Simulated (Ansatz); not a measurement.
# Grüneisen parameters and expansion of Ir (Iridium, Fm-3m), part 2 of 3

Which modes of Iridium drive its thermal expansion?

Ansatz 0.2.0; DFT LDA, scalar-relativistic, plane waves, PAW; PAW set soft_1.

So far. Step 2 (A first coarse run): The start is under -4.7 GPa at this level and looks like a metal on this mesh. Step 4 (Tight relaxation): The residual pressure is -1.2e-4 GPa, small enough for phonons.

The database entry behind the starting cell differs from later determinations by our own check (0.1 to 0.3 % short, probably kX units), so it need not match the best structure at ambient conditions.

### Step 5. Lattice dynamics at this volume, V/V0 1

Phonons at this volume give one point of F(V, T); meshes stay fixed along the series.

File input.yaml:

```yaml
crystal:
  lattice:
    - [0.0, 1.9052248742, 1.9052248742]
    - [1.9052248742, 0.0, 1.9052248742]
    - [1.9052248742, 1.9052248742, 0.0]
  atoms:
    - { symbol: Ir, position: [0.0, 0.0, 0.0] }
kpoints:
  mp_grid: { grid: [20, 20, 20] }
hamiltonian:
  xc: lda
  pseudopotentials: { kind: paw, azcp: { folder: soft_1 }, xc_functional: pbe }
scf:
  occupations: { method: methfessel_paxton, width: 0.2 }
  lower_state_search: "off"
output:
  eigenvalues: true
phonons:
  method: dfpt
  qmesh: [4, 4, 4]
  temperatures: { t_max: 1000, t_step: 50 }
  qpath:
    path:
      - [[0.0, 0.0, 0.0], [0.5, 0.0, 0.5], [0.625, 0.25, 0.625]]
      - [[0.375, 0.375, 0.75], [0.0, 0.0, 0.0], [0.5, 0.5, 0.5], [0.5, 0.25, 0.75], [0.5, 0.0, 0.5]]
    npoints: 10
```

Launch:

```sh
$ ansatz run input.yaml --threads 8 --pin off --max-ram 16384MiB --backend cpu --events-out ev --progress --plain --runs-dir out
```

Numbers of over 12 decimals in the logs are rounded to 6 here.

The program printed:

```text
[...]
Crystal: 1 atoms, lattice volume = 13.831 Å³
Basis set: ecut = 420 eV, 283 PW (Γ), exchange–correlation on 40×40×40 points (8 copies of the dense FFT grid, shifted against one another)
Bands: 13, of which v1, the nominal top of the filled ones, is band 9 counted from 1 (8 counted from 0)
Symmetry: 48 space group operations
k-points: 256 of 8000
[...]
SCF iter   1: F=—  HF=-11664.659048 eV  |F-HF|=—  |Δ(HF+E_count)|=         —  Δρ=5.10e-2  dr2=2.58e-1  ethr=3.10e-3  ⟨swp⟩=5.0  Hψ=16513  notcnv=0
[...]
SCF iter   7: F=-11664.558267 eV  HF=-11664.558267 eV  |F-HF|=5.46e-12  |Δ(HF+E_count)|=  4.73e-11  S|Δr|=    0.00e0  Δρ=1.42e-7  dr2=1.37e-12  ethr=1.00e-12  ⟨swp⟩=6.0  Hψ=13838  notcnv=0
SCF 1 converged in 7 iterations: F = -11664.558267 eV  dr2 = 1.37e-12
[...]
NSCF: frozen V_eff on 256 k-points
[...]
DFPT response loops at q = (0, 0, 0) (fractional): preconditioner auto → Kerker (q_TF=auto, 2.824 Å⁻¹) (partly filled bands, converged f_vac=0.000); β = 1.00, the filter's whole step (`scf.mixing.beta` (0.50) is not read by the response loops under this deck's `scf.mixing.preconditioner`; to damp them name `kerker` or `kerker_dos`, under which they read `scf.mixing.beta`, and type it under 1.00, their step now; both keys bind the ground state too); Broyden in place of MSR1
[...]
SCF converged after 7 iterations
[...]
Free energy (F): -11664.558267 eV
[...]
Internal energy: -11664.561064 eV  (E = F + TS)
E sigma→0 (E₀):  -11664.558966 eV
Entropy (-TS):   0.002797 eV (2.797 meV/atom)
Fermi energy:    26.125362 eV
[...]
--- Band table (eV; the first three rows and the last of 256) ---
  k-point 0: bands = [... 5 lower, 22.1302, 22.1302, 22.1302, 24.9512, 24.9512, 39.7766, 45.3548, 45.3548]
  k-point 1: bands = [... 5 lower, 22.0673, 22.1807, 22.1807, 24.9170, 24.9170, 39.9783, 44.8179, 45.5478]
  k-point 2: bands = [... 5 lower, 21.9013, 22.3170, 22.3170, 24.8361, 24.8361, 40.5436, 43.6655, 46.1138]
  k-point 255: bands = [... 5 lower, 21.1306, 21.1306, 24.2918, 27.7291, 34.4360, 35.3658, 35.3658, 39.7732]
--- Phonons (Γ-DFPT): 1 representative perturbation + reference (Σ response iterations 3) ---
  ASR residual: 9.146e-5 → 0.000e0 eV/Å²; symmetrization residual: 1.576e-11 eV/Å²
  ASR residual per site (eV/Å²): 9.15e-5
  Γ frequencies (cm⁻¹): 0.00 0.00 0.00
--- Phonons (arbitrary-q DFPT): 8 irreducible q on the 4×4×4 mesh ---
  q = [0.0000, 0.0000, 0.0000] (star 1, of the zone-centre solve; hermiticity 2.48e-9, symmetrization 1.72e-7): 0.00 0.00 0.00
  q = [0.0000, 0.0000, 0.2500] (star 8, 1 solved perturbation on 4200 of 8000 k-point pairs; hermiticity 6.28e-14, symmetrization 4.12e-13): 89.70 89.70 173.31
[...]
q = [0.0000, 0.2500, 0.2500] (star 6, 2 solved perturbations in 3420 linear systems a pass and spin channel, the states on 2210 of 8000 k-point pairs; hermiticity 2.54e-14, symmetrization 4.34e-14): 118.72 118.72 187.89
[...]
sum rule: each row above includes the acoustic sum rule's correction from the zone centre's row sums; it moved no ω² by more than (0.36 cm⁻¹)²
  mesh force constants: q→R imaginary residual 0.00e0; ASR residual 9.146e-5 → 0.000e0 eV/Å²; symmetrization residual 3.553e-15 eV/Å²
  interpolated dispersion: 62 rows × 3 modes
  density of states and harmonic sums: on the 28×28×28 q-mesh, interpolated from the force constants of a 4×4×4 supercell (no non-analytic term)
  largest difference from the sums on the solved wave vectors: F 1.07e-2 eV, S 1.47e-5 and C_V 4.03e-6 eV/K
  zero-point energy: 0.028398 eV/cell   skipped modes (ω ≤ 0): 3   left out of the sums: 4.56e-5 of the cell's modes: C_V's classical limit lies that fraction below 3 k_B per atom; for a crystal, a wire or a layer, F and S can be off by more, and a phonons.interpolated_qmesh denser along its periods is the remedy for the sampling
```

The job ended after 80 s (8 threads of Arm Neoverse V1, shared host; peak memory 3.6 GiB; 9.4 min of CPU time).

This step gave:

```yaml
gamma_frequencies: 0, 0, 0 cm⁻¹ (negative: imaginary)
lowest_frequency_on_the_path: 0 cm⁻¹
zero_point_energy: 0.02840 eV/cell
highest_frequency: 207.8 cm⁻¹
debye_temperature_from_the_second_moment: 291 K
```

No LO-TO term. The phonon branches at the labelled points (cm⁻¹):

| point | branch 1 | branch 2 | branch 3 |
| --- | --- | --- | --- |
| Γ | 0 | 0 | 0 |
| X | 150 | 150 | 202 |
| U | 148 | 173 | 183 |
| jump to K | 148 | 173 | 183 |
| Γ | 0 | 0 | 0 |
| L | 120 | 120 | 208 |
| W | 169 | 172 | 172 |
| X | 150 | 150 | 202 |

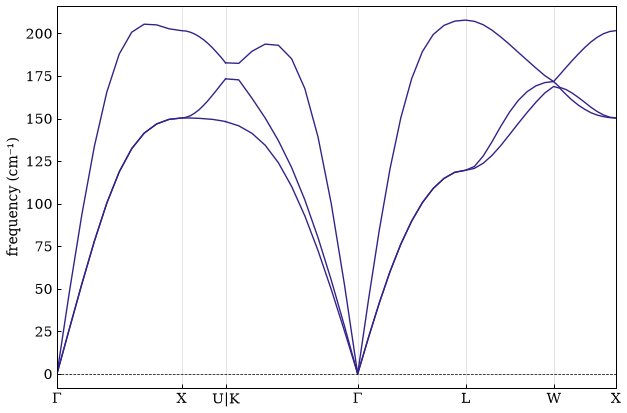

Phonon branches along the path.

The phonon density of states has structure finer than the step of the table below, so its rows give means over 20 cm⁻¹, whole bins alone (the curve runs from 1 to 209 cm⁻¹). Peaks (cm⁻¹: height): 149.0: 0.0516, 195.0: 0.0640.

Tetrahedra on 28 28 28, mean over bins of 2 cm⁻¹. Table of phonon density of states by wavenumber; means over each step:

| wavenumber (cm⁻¹) | phonon density of states (1/cm⁻¹/cell) |
| --- | --- |
| 20 | 1.6e-4 |
| 40 | 7.1e-4 |
| 60 | 0.00176 |
| 80 | 0.00375 |
| 100 | 0.00801 |
| 120 | 0.0211 |
| 140 | 0.0373 |
| 160 | 0.0291 |
| 180 | 0.0169 |

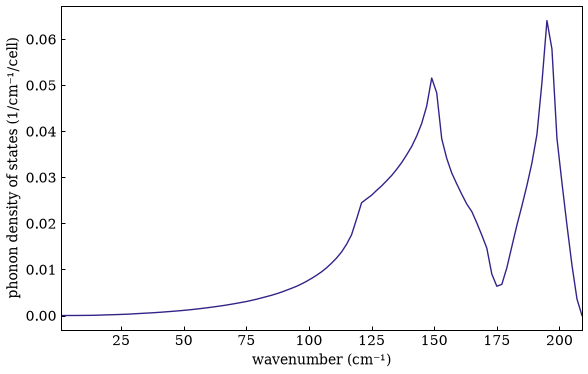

Phonon density of states against wavenumber.

Harmonic. Thermo, by row:

| T (K) | F_vib (meV/atom) | S (J/mol-atom/K) | C_V (J/mol-atom/K) |
| --- | --- | --- | --- |
| 0 | 28.4 | 0 | 0 |
| 50 | 28.1 | 2.387 | 6.748 |
| 100 | 24.78 | 10.66 | 16.87 |
| 150 | 17.2 | 18.37 | 20.81 |
| 200 | 6 | 24.62 | 22.49 |
| 250 | -8.12 | 29.74 | 23.33 |
| 300 | -24.68 | 34.04 | 23.81 |
| 350 | -43.29 | 37.73 | 24.1 |
| 400 | -63.7 | 40.96 | 24.3 |
| 450 | -85.68 | 43.83 | 24.43 |
| 500 | -109.1 | 46.41 | 24.53 |
| 550 | -133.7 | 48.75 | 24.6 |
| 600 | -159.6 | 50.89 | 24.65 |
| 650 | -186.5 | 52.87 | 24.7 |
| 700 | -214.3 | 54.7 | 24.73 |
| 750 | -243.1 | 56.41 | 24.76 |
| 800 | -272.8 | 58.01 | 24.78 |
| 850 | -303.2 | 59.51 | 24.8 |
| 900 | -334.4 | 60.93 | 24.81 |
| 950 | -366.4 | 62.27 | 24.83 |
| 1000 | -399 | 63.54 | 24.84 |

The modes, Ir has structure finer than the step of the table below, so its rows give means over 20 cm⁻¹, whole bins alone (the curve runs from -10 to 224 cm⁻¹). Peaks (cm⁻¹: height): 148.9: 0.0486, 196.0: 0.0557.

Phonopy on the run's constants, 21x21x21 mesh, Gaussian sigma 2.0 cm⁻¹. Table of modes, Ir by wavenumber; means over each step:

| wavenumber (cm⁻¹) | modes, Ir (1/cm⁻¹/cell) |
| --- | --- |
| 0 | 1.5e-5 |
| 20 | 1.6e-4 |
| 40 | 7.0e-4 |
| 60 | 0.00180 |
| 80 | 0.00383 |
| 100 | 0.00798 |
| 120 | 0.0212 |
| 140 | 0.0370 |
| 160 | 0.0290 |
| 180 | 0.0173 |
| 200 | 0.0309 |

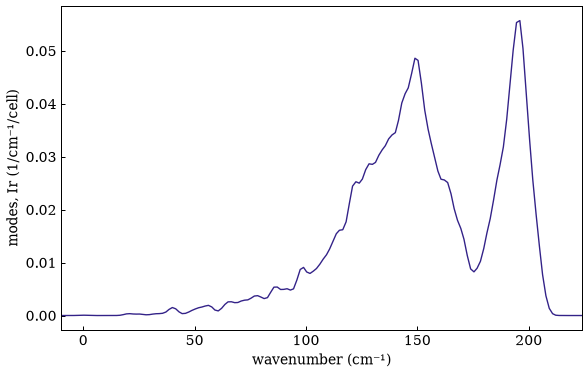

Modes, Ir, plotted against wavenumber.

No mode is imaginary beyond numerical noise at the solved wavevectors.

### Step 6. Single point at a scaled cell, V/V0 1.015

Symmetry fixes every atom, so a single point at the scaled cell gives the energy and pressure of this member.

input.yaml, the sections that differ from step 5:

```yaml
crystal:
  lattice:
    - [0.0, 1.914703761, 1.914703761]
    - [1.914703761, 0.0, 1.914703761]
    - [1.914703761, 1.914703761, 0.0]
  atoms:
    - { symbol: Ir, position: [0.0, 0.0, 0.0] }
output:
  forces: true
  stress: true
  eigenvalues: true
# kpoints, hamiltonian, scf: as in step 5
# phonons: removed
```

The program printed:

```text
[...]
Crystal: 1 atoms, lattice volume = 14.039 Å³
Basis set: ecut = 420 eV, 283 PW (Γ)
Bands: 13, of which v1, the nominal top of the filled ones, is band 9 counted from 1 (8 counted from 0)
Symmetry: 48 space group operations
[...]
k-points: 256 of 8000
[...]
SCF iter   1: F=—  HF=-11664.655861 eV  |F-HF|=—  |Δ(HF+E_count)|=         —  Δρ=5.08e-2  dr2=2.62e-1  ethr=3.10e-3  ⟨swp⟩=5.0  Hψ=16451  notcnv=0
[...]
SCF iter   6: F=-11664.554439 eV  HF=-11664.554439 eV  |F-HF|=5.48e-10  |Δ(HF+E_count)|=   2.06e-8  S|Δr|=    0.00e0  Δρ=3.26e-6  dr2=6.90e-10  ethr=3.35e-10  ⟨swp⟩=2.0  Hψ=11962  notcnv=0
SCF 1 converged in 6 iterations: F = -11664.554439 eV  dr2 = 6.90e-10
[...]
SCF converged after 6 iterations
[...]
Free energy (F): -11664.554439 eV
[...]
Internal energy: -11664.557341 eV  (E = F + TS)
E sigma→0 (E₀):  -11664.555164 eV
Entropy (-TS):   0.002903 eV (2.903 meV/atom)
Fermi energy:    25.636795 eV
[...]
--- Stress (GPa, compression-positive) ---
       -5.834998       0.000000      -0.000000
       -0.000000      -5.834998      -0.000000
        0.000000       0.000000      -5.834998
  P = ⅓ Tr σ = -5.8350 GPa (-58.350 kbar)
--- Band table (eV; the first three rows and the last of 256) ---
  k-point 0: bands = [... 5 lower, 21.7315, 21.7315, 21.7315, 24.4877, 24.4877, 39.3343, 44.8283, 44.8283]
  k-point 1: bands = [... 5 lower, 21.6702, 21.7809, 21.7809, 24.4545, 24.4545, 39.5315, 44.2940, 45.0171]
  k-point 2: bands = [... 5 lower, 21.5082, 21.9144, 21.9144, 24.3764, 24.3764, 40.0844, 43.1448, 45.5712]
  k-point 255: bands = [... 5 lower, 20.7478, 20.7478, 23.8506, 27.1966, 33.8093, 34.7690, 34.7690, 39.1162]
```

It took 0.64 s on 8 threads; peak memory 0.31 GiB; 3.1 s of CPU time.

This step gave:

| Item | Value |
| --- | --- |
| pressure | -5.835 GPa |
| volume per atom | 14.04 Å³/atom |

The run ends at a pressure of -5.83 GPa.

### Step 7. Phonons, V/V0 1.015

The same q-mesh and k-mesh are kept at every volume, so that much of their error can cancel in the differences.

input.yaml, the sections that differ from step 6:

```yaml
output:
  eigenvalues: true
phonons:
  method: dfpt
  qmesh: [4, 4, 4]
  temperatures: { t_max: 1000, t_step: 50 }
  qpath:
    path:
      - [[0.0, 0.0, 0.0], [0.5, 0.0, 0.5], [0.625, 0.25, 0.625]]
      - [[0.375, 0.375, 0.75], [0.0, 0.0, 0.0], [0.5, 0.5, 0.5], [0.5, 0.25, 0.75], [0.5, 0.0, 0.5]]
    npoints: 10
# crystal, kpoints, hamiltonian, scf: as in step 6
```

The program printed:

```text
[...]
Crystal: 1 atoms, lattice volume = 14.039 Å³
Basis set: ecut = 420 eV, 283 PW (Γ), exchange–correlation on 40×40×40 points (8 copies of the dense FFT grid, shifted against one another)
Bands: 13, of which v1, the nominal top of the filled ones, is band 9 counted from 1 (8 counted from 0)
Symmetry: 48 space group operations
k-points: 256 of 8000
[...]
k-point 255: bands = [... 5 lower, 20.7478, 20.7478, 23.8506, 27.1966, 33.8093, 34.7690, 34.7690, 39.1162]
[...]
ASR residual: 1.547e-4 → 0.000e0 eV/Å²; symmetrization residual: 1.273e-11 eV/Å²
  ASR residual per site (eV/Å²): 1.55e-4
  Γ frequencies (cm⁻¹): 0.00 0.00 0.00
--- Phonons (arbitrary-q DFPT): 8 irreducible q on the 4×4×4 mesh ---
[...]
interpolated dispersion: 62 rows × 3 modes
[...]
[key lines of the parts left out:]
SCF converged after 7 iterations
Free energy (F): -11664.554439 eV
Fermi energy:    25.636809 eV
```

Wall time 82 s (8 threads); peak memory 3.6 GiB.

No LO-TO term. Phonon branches along the path, in cm⁻¹:

| point | branch 1 | branch 2 | branch 3 |
| --- | --- | --- | --- |
| Γ | 0 | 0 | 0 |
| X | 145 | 145 | 193 |
| U | 143 | 166 | 175 |
| jump to K | 143 | 166 | 175 |
| Γ | 0 | 0 | 0 |
| L | 116 | 116 | 199 |
| W | 163 | 164 | 164 |
| X | 145 | 145 | 193 |

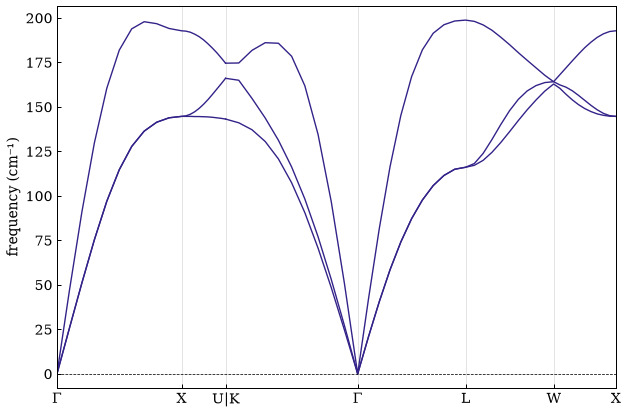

Phonon branches along the path.

No mode is imaginary beyond numerical noise at the solved wavevectors.

### Step 8. Single point at a scaled cell, V/V0 0.985

Symmetry fixes every atom, so a single point at the scaled cell gives the energy and pressure of this member.

input.yaml, the sections that differ from step 7:

```yaml
crystal:
  lattice:
    - [0.0, 1.8956507183, 1.8956507183]
    - [1.8956507183, 0.0, 1.8956507183]
    - [1.8956507183, 1.8956507183, 0.0]
  atoms:
    - { symbol: Ir, position: [0.0, 0.0, 0.0] }
output:
  forces: true
  stress: true
  eigenvalues: true
# kpoints, hamiltonian, scf: as in step 7
# phonons: removed
```

The program printed:

```text
[...]
Crystal: 1 atoms, lattice volume = 13.624 Å³
Basis set: ecut = 420 eV, 283 PW (Γ)
Bands: 13, of which v1, the nominal top of the filled ones, is band 9 counted from 1 (8 counted from 0)
Symmetry: 48 space group operations
[...]
k-points: 256 of 8000
[...]
--- Band table (eV; the first three rows and the last of 256) ---
  k-point 0: bands = [... 5 lower, 22.5402, 22.5402, 22.5402, 25.4284, 25.4284, 40.2303, 45.8946, 45.8946]
  k-point 1: bands = [... 5 lower, 22.4756, 22.5918, 22.5918, 25.3930, 25.3930, 40.4366, 45.3550, 46.0918]
  k-point 2: bands = [... 5 lower, 22.3054, 22.7310, 22.7310, 25.3093, 25.3093, 41.0147, 44.1989, 46.6702]
  k-point 255: bands = [... 5 lower, 21.5248, 21.5248, 24.7456, 28.2779, 35.0815, 35.9808, 35.9808, 40.4501]
[key lines of the parts left out:]
SCF converged after 6 iterations
Free energy (F): -11664.554196 eV
Fermi energy:    26.628515 eV
P = ⅓ Tr σ = 6.3857 GPa (63.857 kbar)
```

The job ended after 0.62 s (8 threads; peak memory 0.31 GiB; 3 s of CPU time).

The run ends at a pressure of 6.39 GPa.

### Step 9. Lattice dynamics at this volume, V/V0 0.985

Phonons at this volume give one point of F(V, T); meshes stay fixed along the series.

input.yaml, the sections that differ from step 8:

```yaml
output:
  eigenvalues: true
phonons:
  method: dfpt
  qmesh: [4, 4, 4]
  temperatures: { t_max: 1000, t_step: 50 }
  qpath:
    path:
      - [[0.0, 0.0, 0.0], [0.5, 0.0, 0.5], [0.625, 0.25, 0.625]]
      - [[0.375, 0.375, 0.75], [0.0, 0.0, 0.0], [0.5, 0.5, 0.5], [0.5, 0.25, 0.75], [0.5, 0.0, 0.5]]
    npoints: 10
# crystal, kpoints, hamiltonian, scf: as in step 8
```

The program printed:

```text
[...]
Crystal: 1 atoms, lattice volume = 13.624 Å³
Basis set: ecut = 420 eV, 283 PW (Γ), exchange–correlation on 36×36×36 points (8 copies of the dense FFT grid, shifted against one another)
Bands: 13, of which v1, the nominal top of the filled ones, is band 9 counted from 1 (8 counted from 0)
Symmetry: 48 space group operations
k-points: 256 of 8000
[...]
k-point 255: bands = [... 5 lower, 21.5248, 21.5248, 24.7456, 28.2779, 35.0815, 35.9808, 35.9808, 40.4501]
[...]
ASR residual: 8.193e-5 → 0.000e0 eV/Å²; symmetrization residual: 1.425e-11 eV/Å²
  ASR residual per site (eV/Å²): 8.19e-5
  Γ frequencies (cm⁻¹): 0.00 0.00 0.00
--- Phonons (arbitrary-q DFPT): 8 irreducible q on the 4×4×4 mesh ---
[...]
interpolated dispersion: 62 rows × 3 modes
[...]
[key lines of the parts left out:]
SCF converged after 7 iterations
Free energy (F): -11664.554196 eV
Fermi energy:    26.628521 eV
```

It took 81 s on 8 threads; peak memory 3.5 GiB.

No mode is imaginary beyond numerical noise at the solved wavevectors.

### Step 10. A cell at another volume, V/V0 1.03

Symmetry fixes every atom, so a single point at the scaled cell gives the energy and pressure of this member.

input.yaml, the sections that differ from step 9:

```yaml
crystal:
  lattice:
    - [0.0, 1.9240897137, 1.9240897137]
    - [1.9240897137, 0.0, 1.9240897137]
    - [1.9240897137, 1.9240897137, 0.0]
  atoms:
    - { symbol: Ir, position: [0.0, 0.0, 0.0] }
output:
  forces: true
  stress: true
  eigenvalues: true
# kpoints, hamiltonian, scf: as in step 9
# phonons: removed
```

The program printed:

```text
[...]
Crystal: 1 atoms, lattice volume = 14.246 Å³
Basis set: ecut = 420 eV, 283 PW (Γ)
Bands: 13, of which v1, the nominal top of the filled ones, is band 9 counted from 1 (8 counted from 0)
Symmetry: 48 space group operations
[...]
k-points: 256 of 8000
[...]
--- Band table (eV; the first three rows and the last of 256) ---
  k-point 0: bands = [... 5 lower, 21.3436, 21.3436, 21.3436, 24.0372, 24.0372, 38.9030, 44.3145, 44.3145]
  k-point 1: bands = [... 5 lower, 21.2838, 21.3920, 21.3920, 24.0051, 24.0051, 39.0959, 43.7827, 44.4994]
  k-point 2: bands = [... 5 lower, 21.1258, 21.5227, 21.5227, 23.9296, 23.9296, 39.6366, 42.6365, 45.0417]
  k-point 255: bands = [... 5 lower, 20.3757, 20.3757, 23.4215, 26.6797, 33.2005, 34.1895, 34.1895, 38.4781]
[key lines of the parts left out:]
SCF converged after 6 iterations
Free energy (F): -11664.543377 eV
Fermi energy:    25.162250 eV
P = ⅓ Tr σ = -11.1636 GPa (-111.636 kbar)
```

The job ended after 0.63 s (8 threads; peak memory 0.31 GiB; 3.1 s of CPU time).

The run ends at a pressure of -11.16 GPa.

### Step 11. Lattice dynamics at this volume, V/V0 1.03

The same q-mesh and k-mesh are kept at every volume, so that much of their error can cancel in the differences.

input.yaml, the sections that differ from step 10:

```yaml
output:
  eigenvalues: true
phonons:
  method: dfpt
  qmesh: [4, 4, 4]
  temperatures: { t_max: 1000, t_step: 50 }
  qpath:
    path:
      - [[0.0, 0.0, 0.0], [0.5, 0.0, 0.5], [0.625, 0.25, 0.625]]
      - [[0.375, 0.375, 0.75], [0.0, 0.0, 0.0], [0.5, 0.5, 0.5], [0.5, 0.25, 0.75], [0.5, 0.0, 0.5]]
    npoints: 10
# crystal, kpoints, hamiltonian, scf: as in step 10
```

The program printed:

```text
[...]
Crystal: 1 atoms, lattice volume = 14.246 Å³
Basis set: ecut = 420 eV, 283 PW (Γ), exchange–correlation on 40×40×40 points (8 copies of the dense FFT grid, shifted against one another)
Bands: 13, of which v1, the nominal top of the filled ones, is band 9 counted from 1 (8 counted from 0)
Symmetry: 48 space group operations
k-points: 256 of 8000
[...]
k-point 255: bands = [... 5 lower, 20.3757, 20.3757, 23.4215, 26.6797, 33.2005, 34.1895, 34.1895, 38.4781]
[...]
ASR residual: 1.295e-4 → 0.000e0 eV/Å²; symmetrization residual: 3.335e-12 eV/Å²
  ASR residual per site (eV/Å²): 1.29e-4
  Γ frequencies (cm⁻¹): 0.00 0.00 0.00
--- Phonons (arbitrary-q DFPT): 8 irreducible q on the 4×4×4 mesh ---
[...]
interpolated dispersion: 62 rows × 3 modes
[...]
[key lines of the parts left out:]
SCF converged after 7 iterations
Free energy (F): -11664.543377 eV
Fermi energy:    25.162260 eV
```

It took 87 s on 8 threads; peak memory 3.6 GiB.

No LO-TO term. Phonon branches along the path, in cm⁻¹:

| point | branch 1 | branch 2 | branch 3 |
| --- | --- | --- | --- |
| Γ | 0 | 0 | 0 |
| X | 139 | 139 | 184 |
| U | 138 | 159 | 167 |
| jump to K | 138 | 159 | 167 |
| Γ | 0 | 0 | 0 |
| L | 113 | 113 | 190 |
| W | 157 | 157 | 157 |
| X | 139 | 139 | 184 |

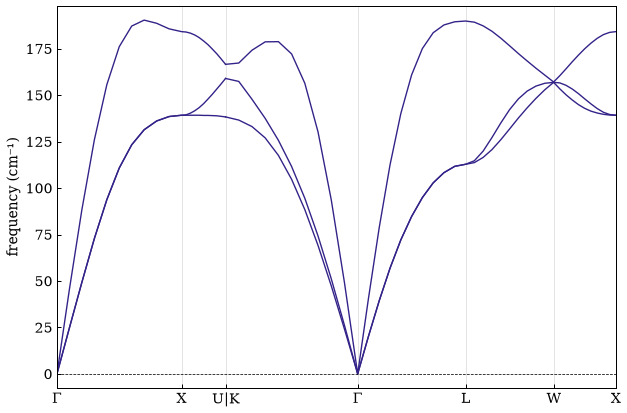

Phonon branches along the path.

No mode is imaginary beyond numerical noise at the solved wavevectors.

(Part 2 of 3 ends here.)

[Logs are printed without paths, hosts, clocks, repeated set-up lines and the standing remarks that a program may print on its own settings, such as how far it seeks lower states.]

[Hosts, paths, dates, database ids (printed as entryN), source tags and the programs' standing remarks are cut or masked in the printed files.]

[A step with changed settings may run another functional than the one named; its input shows which.]

[Of the runs on displaced cells, only some may be shown.]
